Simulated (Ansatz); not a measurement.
The calculation's input:

```
crystal:
  lattice:
    - [2.6663690975, -3.4555816684, 0.0]
    - [2.6663690975, 3.4555816684, 0.0]
    - [-1.0385601059, 0.0, 5.9955944995]
  atoms:
    - { symbol: Rb, position: [0.1270414524, 0.1270414524, 0.56945155] }
    - { symbol: P, position: [0.5265951991, 0.9225382662, 0.0671347119] }
    - { symbol: P, position: [0.9225382662, 0.5265951991, 0.0671347119] }
    - { symbol: "N", position: [0.6946654754, 0.193957806, 0.9117415017] }
    - { symbol: "N", position: [0.193957806, 0.6946654754, 0.9117415017] }
basis:
  ecutwfc: 420
kpoints:
  mp_grid: { grid: [10, 10, 6] }
hamiltonian:
  xc: pbe
scf:
  occupations: { method: gaussian, width: 0.1 }
output:
  forces: true
  stress: true
  eigenvalues: true
  write_density: true
  write_potential: true
  elf: true
  volumetric_format: npy
relax:
  adjacent_minimum: "off"
  f_tol: 0.01
  max_steps: 80
  cell: { stress_tol: 0.05 }
```

Command:

```sh
ansatz run input.yaml --threads 1 --pin off --max-ram 2560MiB --backend cpu --events-out ev --progress --plain --runs-dir out
```

Below, planes, directions and counts refer to the conventional cell (a = 5.33 Å, b = 6.92 Å, c = 6.09 Å, α = 90.00°, β = 99.91°, γ = 90.00°).

Space group Cm; a structure generated by program, which may or may not match a known phase; computed without spin polarisation.

The calculation used Ansatz 0.2.0, DFT PBE, scalar-relativistic, plane waves, PAW.

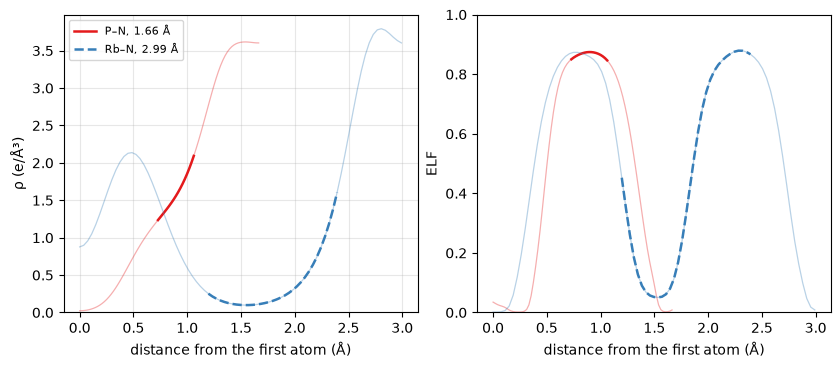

RbP₂N₂. Valence charge density (pseudo) and ELF along straight lines between neighbouring atoms. Thin, pale parts lie inside the atomic spheres.

Core electrons are frozen (PAW), and the valence fields are smoothed inside the atomic spheres.

### Compare the contacts.

P–N (1.66 Å): ρ is about 1.4 e/Å³ halfway; the ELF peaks at about 0.85 between the atoms.
Rb–N (2.99 Å): the density is about 0.1 e/Å³ at the midpoint; the ELF is about 0.05 at the midpoint (no localised pair shows between them).
